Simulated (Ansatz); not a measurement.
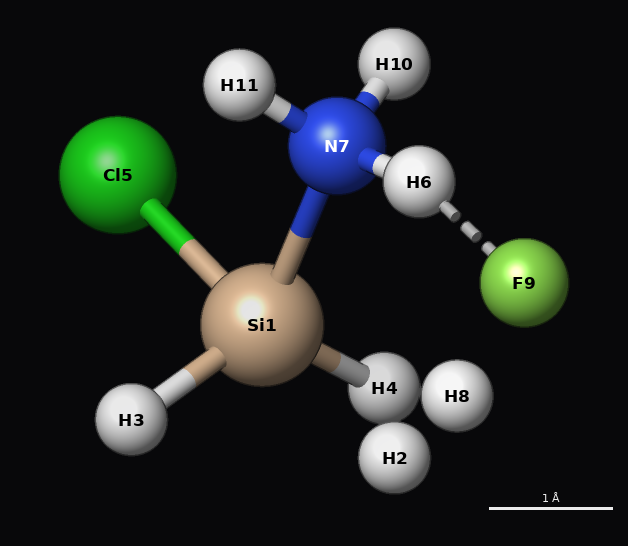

(Drawn from a calculation with Ansatz.)

Broken lines mark hydrogen bonds. Geometry: start.

Give donor, acceptor, H···A distance and D–H···A angle of each hydrogen bond.

```tsv
D–H···A	D–H (Å)	H···A (Å)	angle (°)	kind
N7–H6···F9	1.07	1.51	163	intermolecular
```
